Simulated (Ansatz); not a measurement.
# r2SCAN/STO-3G run of GeH2 (SMILES [H][Ge][H])

What is the electronic atomisation energy of GeH2 at r2SCAN/STO-3G? 

Program for the calculation: Ansatz 0.2.0.

33 further runs of the same task are left out: 6 that didn't finish, 27 set aside as unsound or not needed.

## 1. Starting point

GeH2 has 3 atoms, charge 0, and is taken as a singlet. SMILES: `[H][Ge][H]`. The shape comes from GFN2-xTB, which is rough for such elements, and wasn't checked as a minimum.

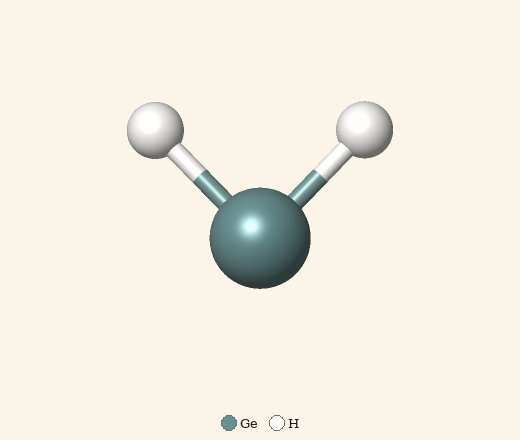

The structure, seen from a chosen angle (germanium teal, hydrogen white).

## 2. The energy at r2SCAN/STO-3G

The input, molecule.yaml:

```yaml
crystal:
  periodic: [false, false, false]
  atoms:
    - symbol: Ge
      position_ang: [0.004590, -0.009050, -0.781020]
    - symbol: H
      position_ang: [1.098840, -0.017820, 0.398440]
    - symbol: H
      position_ang: [-1.103430, 0.026870, 0.382580]
basis:
  gaussian:
    orbitals: STO-3G
hamiltonian:
  xc: r2scan
accuracy: high
```

Run with:

```bash
$ ansatz run molecule.yaml --threads 1 --pin off --max-ram 2610MiB --events-out events.jsonl --progress --plain --runs-dir runs
```

Output:

```text
Warning: RAYON_NUM_THREADS=1 ignored (pool sized by the plan → 1); use --threads N
Functional definition: r2SCAN
  name "r2SCAN"
  parameter k0 = 0.174
  parameter k1 = 0.065
  parameter a1 = 4.9479
  exchange = r2scan_x(k0 = k0, k1 = k1, a1 = a1)
  correlation = r2scan_c
235 factors; integrals over basis functions are off by at most 1.3e-8 eV
mean field evaluation 1: about -55831.6806 eV, gradient 1.2e2 eV
mean field evaluation 2: about -55885.4150 eV, gradient 5.1e1 eV
mean field evaluation 4: about -55897.3304 eV, gradient 5.8e0 eV
mean field evaluation 8: about -55897.4667 eV, gradient 3.5e-2 eV
mean field evaluation 16: about -55897.4667 eV, gradient 7.0e-7 eV
mean field evaluation 32: about -55896.7463 eV, gradient 7.2e0 eV
mean field -55897.46674527 eV, -2054.1940142248 hartree, gradient 4.3e-9 eV, S^2 0.000000; 1 other end points of the search recorded, 0 dependent functions left out
reference -55897.46674560 eV, -2054.1940142370 hartree; 17, 17 occupied and 3, 3 virtual orbitals, 235 factors
Total energy: -55897.46674560 eV, -2054.1940142370 hartree
```

It took 2.1 s on 1 thread of Arm Neoverse V1, shared host; peak memory 0.11 GiB.

## 3. The Ge atom at the same level

The input, molecule.yaml:

```yaml
crystal:
  periodic: [false, false, false]
  atoms:
    - {symbol: Ge, position_ang: [0.000000, 0.000000, 0.000000]}
basis:
  gaussian:
    orbitals: STO-3G
magnetization:
  spin_polarized: true
  initial_magnetization: 2
hamiltonian:
  xc: {name: r2SCAN}
accuracy: high
```

Run with:

```bash
$ ansatz run molecule.yaml --threads 1 --pin off --max-ram 2610MiB --events-out events.jsonl --progress --plain --runs-dir runs
```

Output (excerpt; [...] marks lines left out):

```text
Warning: RAYON_NUM_THREADS=1 ignored (pool sized by the plan → 1); use --threads N
[... 2 set-up lines as earlier in the session ...]
[...]
138 factors; integrals over basis functions are off by at most 4.5e-9 eV
[...]
mean field -55863.00200372 eV, -2052.9274583339 hartree, gradient 1.0e-8 eV, S^2 2.233247; 18 other end points of the search recorded, 0 dependent functions left out
reference -55863.00200428 eV, -2052.9274583547 hartree; 17, 15 occupied and 1, 3 virtual orbitals, 138 factors
Total energy: -55863.00200428 eV, -2052.9274583547 hartree
```

Run time: 21 s. Hardware: 1 thread of Arm Neoverse V1, shared host; peak memory 0.14 GiB.

## 4. The H atom at the same level

The input, molecule.yaml:

```yaml
basis:
  gaussian: {orbitals: STO-3G}
crystal:
  periodic: [false, false, false]
  atoms:
    - {symbol: H, position_ang: [0.000000, 0.000000, 0.000000]}
magnetization: {spin_polarized: true, initial_magnetization: 1}
hamiltonian: {xc: r2scan}
accuracy: high
```

Run the same way, it converges to -0.46646 Eh (log not shown).

## 5. Summary of results

Level: r2SCAN/STO-3G.

| quantity | value |
| --- | --- |
| molecule: total energy | -2054.19401 Eh |
| Ge atom: total energy | -2052.92746 Eh |
| Ge atom: ⟨S²⟩ | 2.233 |
| H atom: total energy | -0.46646 Eh |
| H atom: ⟨S²⟩ | 0.750 |
| electronic atomisation energy | 9.079 eV |

In words: Taking the molecule apart into free atoms costs 9.08 eV (876 kJ/mol), before zero-point energy and without spin-orbit coupling. In a minimal basis such a difference can be off by several eV, whatever the method. ⟨S²⟩ (Ge atom) is 2.23 where a pure triplet has 2.00: the reference is spin-contaminated.
